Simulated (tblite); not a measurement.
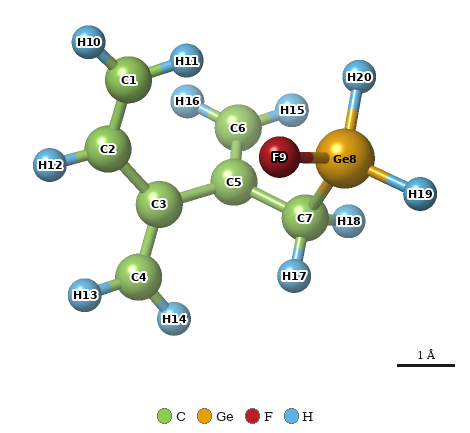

Figure 1. The starting structure (ball-and-stick view, seen at a tilt; atoms are numbered from 1 in the order of the input). Sticks mark near contacts. Bond lengths as drawn: C–C 1.34 to 1.50 Å, C–Ge 1.95 Å, C–H 1.07 to 1.11 Å, F–Ge 1.75 Å and Ge–H 1.55 to 1.56 Å.

## Run report: C₇H₁₁FGe, geometry relaxation

The run: geometry relaxation of C₇H₁₁FGe. Method and program: GFN2-xTB geometry optimisation, gas phase (tblite 0.8.0).

It belongs to a series of runs on one base structure; here: C replaced by Ge.

## The input
```
{"job": {"kind": "relax", "xc": "GFN2-xTB", "basis": "xTB"}, "charge": 0, "multiplicity": 1}
C      1.546600    -1.659100     0.821200
C      1.873100    -0.362900     0.804000
C      1.059500     0.685700     0.182400
C      1.301300     1.976300     0.462900
C     -0.025800     0.362100    -0.785400
C      0.245500    -0.377800    -1.874000
C     -1.437300     0.817900    -0.536900
Ge    -2.397400    -0.559600     0.451500
F     -1.633700    -0.819600     2.008700
H      2.171700    -2.378600     1.320600
H      0.622500    -2.012100     0.359900
H      2.782400    -0.084200     1.333500
H      2.077700     2.241100     1.181900
H      0.745100     2.769300     0.004200
H     -0.531000    -0.638800    -2.572200
H      1.256000    -0.719400    -2.056000
H     -1.452200     1.750000     0.072100
H     -1.969300     1.014400    -1.487900
H     -3.872000    -0.110700     0.663400
H     -2.367800    -1.883600    -0.357000
```

The first line tells a small driver script what to run in tblite; the rest is the geometry in Å.

Launched with:
```bash
OMP_NUM_THREADS=1 python <driver script> task.json out
```

## Log
```
step      E/eV     max force
  0    -740.18865    1.126
  1    -740.24740    0.841
  2    -740.28373    0.408
  3    -740.31533    0.432
  4    -740.33961    0.430
  5    -740.35993    0.303
  6    -740.37127    0.274
  7    -740.37749    0.248
  8    -740.38259    0.233
  9    -740.38727    0.182
 10    -740.39161    0.154
 11    -740.39426    0.122
 12    -740.39582    0.115
 13    -740.39689    0.092
 14    -740.39773    0.055
 15    -740.39830    0.057
 16    -740.39876    0.070
 17    -740.39918    0.065
 18    -740.39956    0.050
 19    -740.39993    0.046
 20    -740.40032    0.046
 21    -740.40071    0.057
 22    -740.40108    0.060
 23    -740.40138    0.060
 24    -740.40162    0.047
 25    -740.40185    0.034
 26    -740.40204    0.037
 27    -740.40218    0.039
 28    -740.40228    0.033
 29    -740.40236    0.026
 30    -740.40245    0.031
 31    -740.40256    0.039
 32    -740.40266    0.036
 33    -740.40276    0.025
 34    -740.40285    0.021
 35    -740.40294    0.026
 36    -740.40304    0.028
 37    -740.40312    0.022
 38    -740.40320    0.020
 39    -740.40328    0.026
 40    -740.40338    0.034
 41    -740.40349    0.032
 42    -740.40363    0.027
 43    -740.40380    0.041
 44    -740.40401    0.043
 45    -740.40426    0.044
 46    -740.40456    0.048
 47    -740.40492    0.060
 48    -740.40534    0.058
 49    -740.40578    0.057
 50    -740.40617    0.056
 51    -740.40650    0.038
 52    -740.40679    0.047
 53    -740.40711    0.053
 54    -740.40744    0.045
 55    -740.40775    0.038
 56    -740.40805    0.042
 57    -740.40841    0.056
 58    -740.40889    0.063
 59    -740.40948    0.063
 60    -740.41005    0.082
 61    -740.41042    0.044
 62    -740.41091    0.057
 63    -740.41129    0.066
 64    -740.41166    0.042
 65    -740.41205    0.040
 66    -740.41239    0.031
 67    -740.41257    0.027
 68    -740.41269    0.048
 69    -740.41282    0.027
 70    -740.41308    0.030
 71    -740.41331    0.039
 72    -740.41353    0.041
 73    -740.41378    0.040
 74    -740.41404    0.038
 75    -740.41435    0.039
 76    -740.41467    0.036
 77    -740.41493    0.029
 78    -740.41513    0.024
 79    -740.41528    0.021
 80    -740.41540    0.022
 81    -740.41553    0.025
 82    -740.41570    0.027
 83    -740.41588    0.028
 84    -740.41602    0.036
 85    -740.41616    0.035
 86    -740.41633    0.027
 87    -740.41676    0.037
 88    -740.41722    0.046
 89    -740.41767    0.040
 90    -740.41791    0.033
 91    -740.41806    0.028
 92    -740.41817    0.024
 93    -740.41833    0.036
 94    -740.41848    0.021
 95    -740.41857    0.020
 96    -740.41863    0.016
 97    -740.41868    0.014
 98    -740.41875    0.025
 99    -740.41886    0.024
100    -740.41895    0.034
101    -740.41904    0.034
102    -740.41912    0.024
103    -740.41920    0.015
104    -740.41926    0.016
105    -740.41930    0.016
106    -740.41934    0.016
107    -740.41938    0.018
108    -740.41944    0.018
109    -740.41950    0.022
110    -740.41959    0.023
111    -740.41971    0.026
112    -740.41986    0.026
113    -740.42001    0.025
114    -740.42012    0.027
115    -740.42019    0.022
116    -740.42025    0.022
117    -740.42030    0.021
118    -740.42036    0.025
119    -740.42042    0.020
120    -740.42048    0.020
121    -740.42053    0.019
122    -740.42061    0.021
123    -740.42070    0.021
124    -740.42077    0.018
125    -740.42084    0.019
126    -740.42092    0.030
127    -740.42103    0.045
128    -740.42118    0.053
129    -740.42137    0.043
130    -740.42158    0.028
131    -740.42181    0.037
132    -740.42212    0.054
133    -740.42254    0.070
134    -740.42302    0.066
135    -740.42326    0.037
136    -740.42333    0.065
137    -740.42365    0.032
138    -740.42373    0.023
139    -740.42387    0.020
140    -740.42397    0.020
141    -740.42408    0.026
142    -740.42418    0.028
143    -740.42426    0.023
144    -740.42433    0.016
145    -740.42437    0.015
146    -740.42443    0.017
147    -740.42450    0.026
148    -740.42458    0.027
149    -740.42465    0.018
150    -740.42470    0.012
151    -740.42473    0.010
```

## Trajectory as extended XYZ (Å, eV, eV/Å), 5 of the 152 frames kept, from step=0 to step=151
```
20
Properties=species:S:1:pos:R:3:forces:R:3 step=0 energy=-740.18865
C     1.5466   -1.6591    0.8212   -0.3080   0.4740  -0.1940
C     1.8731   -0.3629    0.8040   -0.3350  -0.6860  -0.0260
C     1.0595    0.6857    0.1824   -0.0300   0.5830   0.0990
C     1.3013    1.9763    0.4629    0.3440  -0.4850   0.3810
C    -0.0258    0.3621   -0.7854    0.3220  -0.7110  -0.7570
C     0.2455   -0.3778   -1.8740    0.1330   0.3780   0.8370
C    -1.4373    0.8179   -0.5369    0.4980   0.9980   0.1580
Ge   -2.3974   -0.5596    0.4515   -0.7960  -0.3850  -0.4740
F    -1.6337   -0.8196    2.0087   -0.1980  -0.0410  -0.1800
H     2.1717   -2.3786    1.3206   -0.0840  -0.0630  -0.0490
H     0.6225   -2.0121    0.3599    0.3860   0.0310   0.1490
H     2.7824   -0.0842    1.3335   -0.2460   0.3220  -0.2410
H     2.0777    2.2411    1.1819   -0.2950   0.0350  -0.3720
H     0.7451    2.7693    0.0042   -0.0410   0.1510   0.0250
H    -0.5310   -0.6388   -2.5722    0.0940   0.0210  -0.1180
H     1.2560   -0.7194   -2.0560   -0.2520  -0.0210  -0.0950
H    -1.4522    1.7500    0.0721    0.0560  -0.4330  -0.4200
H    -1.9693    1.0144   -1.4879    0.3010  -0.1090   0.4710
H    -3.8720   -0.1107    0.6634    0.3970  -0.2670   0.2800
H    -2.3678   -1.8836   -0.3570    0.0540   0.2060   0.5270
20
Properties=species:S:1:pos:R:3:forces:R:3 step=38 energy=-740.40320
C     1.4946   -1.6468    0.7883   -0.0020  -0.0020  -0.0010
C     1.8219   -0.3612    0.7973    0.0010   0.0010   0.0010
C     1.0531    0.7082    0.1695   -0.0010  -0.0070  -0.0080
C     1.2941    1.9870    0.4669    0.0070  -0.0080  -0.0010
C     0.0050    0.3466   -0.8106   -0.0040  -0.0140   0.0020
C     0.2837   -0.4002   -1.8732    0.0020   0.0080  -0.0140
C    -1.3826    0.8417   -0.5389    0.0140   0.0090  -0.0110
Ge   -2.4430   -0.5639    0.3865    0.0140   0.0050   0.0120
F    -1.6938   -0.8024    1.9505   -0.0040   0.0040   0.0070
H     2.0947   -2.3828    1.2953   -0.0050  -0.0020   0.0000
H     0.6087   -2.0080    0.2901    0.0000   0.0040  -0.0040
H     2.7036   -0.0351    1.3343   -0.0060   0.0120   0.0100
H     2.0634    2.2663    1.1666   -0.0020   0.0050   0.0030
H     0.7424    2.7947    0.0152    0.0140  -0.0030   0.0030
H    -0.4734   -0.6555   -2.5980   -0.0040   0.0110  -0.0020
H     1.2811   -0.7532   -2.0710   -0.0020   0.0000   0.0080
H    -1.3639    1.7199    0.1073   -0.0060  -0.0040  -0.0140
H    -1.8883    1.1024   -1.4688   -0.0080  -0.0050   0.0080
H    -3.8530   -0.1975    0.7890   -0.0090  -0.0080   0.0070
H    -2.3532   -1.9495   -0.1994    0.0030  -0.0080  -0.0060
20
Properties=species:S:1:pos:R:3:forces:R:3 step=76 energy=-740.41467
C     1.3197   -1.6914    0.7389    0.0180   0.0200   0.0140
C     1.5911   -0.4045    0.9168   -0.0030   0.0210  -0.0140
C     1.0155    0.6958    0.1564    0.0070   0.0050  -0.0340
C     1.3700    1.9580    0.4002   -0.0050   0.0040   0.0060
C     0.0086    0.3906   -0.8896    0.0060  -0.0250  -0.0030
C     0.3352   -0.2243   -2.0181    0.0130   0.0110  -0.0160
C    -1.3992    0.7799   -0.5692    0.0090  -0.0070   0.0010
Ge   -2.2730   -0.6165    0.5492   -0.0260  -0.0020   0.0250
F    -1.5424   -0.5271    2.1384   -0.0040  -0.0040  -0.0110
H     1.7782   -2.4480    1.3513   -0.0070  -0.0260  -0.0070
H     0.6408   -2.0309   -0.0270   -0.0230  -0.0120  -0.0070
H     2.2840   -0.1001    1.6898    0.0200  -0.0120   0.0200
H     2.1007    2.2018    1.1529   -0.0110   0.0150   0.0030
H     0.9568    2.7830   -0.1561    0.0040   0.0010   0.0080
H    -0.3981   -0.4422   -2.7785    0.0080   0.0050   0.0070
H     1.3518   -0.5071   -2.2304    0.0090  -0.0020  -0.0080
H    -1.4216    1.7122   -0.0037    0.0010   0.0100   0.0190
H    -1.9807    0.9120   -1.4811   -0.0120  -0.0190  -0.0150
H    -3.7262   -0.3799    0.8955   -0.0010   0.0040  -0.0010
H    -2.0161   -2.0504    0.1613   -0.0020   0.0120   0.0120
20
Properties=species:S:1:pos:R:3:forces:R:3 step=113 energy=-740.42001
C     1.2358   -1.7084    0.7027   -0.0080   0.0120   0.0130
C     1.5238   -0.4308    0.9233    0.0090  -0.0090   0.0000
C     1.0072    0.6870    0.1472   -0.0080  -0.0160  -0.0010
C     1.3713    1.9421    0.4083    0.0030   0.0060   0.0040
C     0.0303    0.3935   -0.9313   -0.0040  -0.0150  -0.0140
C     0.4077   -0.1194   -2.0938   -0.0070   0.0000   0.0060
C    -1.3965    0.6931   -0.6022   -0.0040  -0.0030  -0.0060
Ge   -2.2130   -0.6234    0.6537    0.0110  -0.0170  -0.0140
F    -1.4955   -0.3644    2.2290   -0.0030   0.0120   0.0040
H     1.6389   -2.4918    1.3207    0.0100  -0.0050  -0.0060
H     0.5951   -2.0143   -0.1105    0.0100  -0.0050  -0.0020
H     2.1812   -0.1554    1.7373    0.0040  -0.0070   0.0070
H     2.0736    2.1737    1.1909    0.0000   0.0100   0.0090
H     0.9934    2.7742   -0.1619   -0.0030   0.0020   0.0030
H    -0.3016   -0.3319   -2.8775    0.0070  -0.0020  -0.0050
H     1.4421   -0.3326   -2.3057   -0.0200   0.0090   0.0020
H    -1.4722    1.6670   -0.1122    0.0000  -0.0090  -0.0040
H    -2.0015    0.7123   -1.5095    0.0010   0.0050   0.0000
H    -3.6721   -0.3682    0.9583   -0.0020   0.0130   0.0070
H    -1.9533   -2.0913    0.4304    0.0050   0.0190  -0.0030
20
Properties=species:S:1:pos:R:3:forces:R:3 step=151 energy=-740.42473
C     1.2912   -1.7648    0.6087    0.0010   0.0010   0.0010
C     1.5328   -0.4874    0.8806    0.0000   0.0020  -0.0010
C     0.9650    0.6452    0.1626    0.0000   0.0020   0.0020
C     1.2469    1.8992    0.5168   -0.0040   0.0020   0.0000
C     0.0294    0.3689   -0.9560    0.0010   0.0040   0.0010
C     0.4455   -0.1312   -2.1104   -0.0020  -0.0090  -0.0030
C    -1.4065    0.6733   -0.6743    0.0020   0.0000  -0.0010
Ge   -2.1872   -0.5154    0.7199    0.0000  -0.0070   0.0030
F    -1.4568   -0.0591    2.2441    0.0000   0.0030   0.0030
H     1.7345   -2.5573    1.1868    0.0020   0.0020  -0.0020
H     0.6559   -2.0633   -0.2111    0.0000   0.0030   0.0040
H     2.1849   -0.2227    1.7026   -0.0020  -0.0090   0.0040
H     1.9123    2.1200    1.3342    0.0010  -0.0020  -0.0050
H     0.8336    2.7443   -0.0081    0.0010   0.0050   0.0050
H    -0.2341   -0.3324   -2.9224   -0.0080   0.0010  -0.0060
H     1.4857   -0.3437   -2.2888    0.0060   0.0010   0.0000
H    -1.5038    1.6901   -0.2855    0.0040   0.0020  -0.0010
H    -2.0024    0.5923   -1.5837    0.0000   0.0010  -0.0030
H    -3.6466   -0.2566    1.0189   -0.0020   0.0010  -0.0010
H    -1.8855   -1.9888    0.6620    0.0000  -0.0030  -0.0010
```

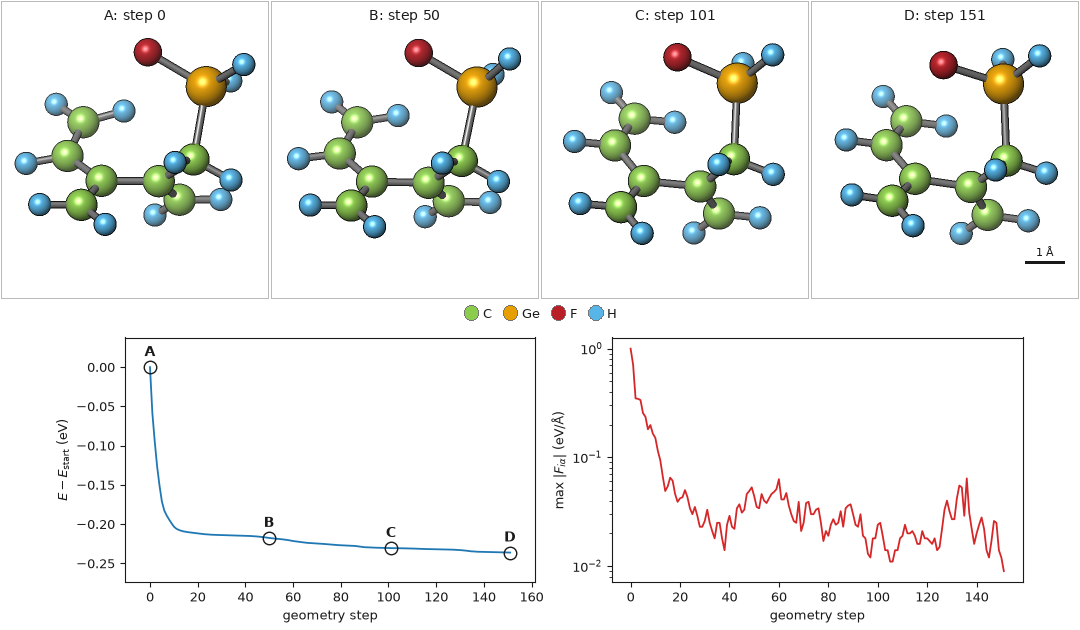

Figure 2. Frames of the relaxation (ball-and-stick view, seen at a tilt) above the curves, on which the letters mark them (steps are counted from 0).

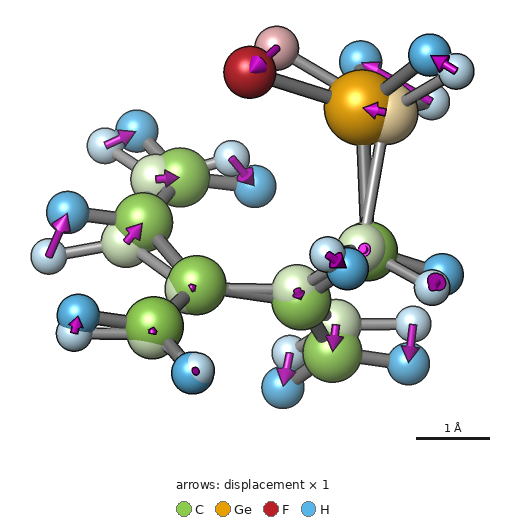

Figure 3. Start (faint) and end (solid) with the displacements as pink arrows, at true length (ball-and-stick view, seen at a tilt). The two geometries are laid on each other by the best rigid fit. H20 moves most after the best rigid fit: 1.13 Å. By element the largest moves are H 1.13 Å, F 0.81 Å, C 0.40 Å, Ge 0.34 Å. Among the contacts that change: Ge8–H20 1.552 → 1.505 Å, Ge8–H19 1.556 → 1.512 Å, C7–Ge8 1.948 → 1.992 Å, C7–H17 1.114 → 1.093 Å. Among the angles that change: C7–Ge8–H20 109.2° → 118.6°, F9–Ge8–H19 109.5° → 100.7°, F9–Ge8–H20 109.1° → 101.8°. The energy falls by 0.236 eV in 151 geometry steps. The largest force component goes from 1 to 0.009 eV/Å. (Atoms are counted from 1 in the order of the input.)

## Key numbers

```csv
quantity,value
outcome,converged
total energy,−740.4247 eV
hardware,"1 CPU thread, shared host"
wall time,7 s (CPU time 4.1 s; the host was busy)
peak memory,0.18 GiB
```
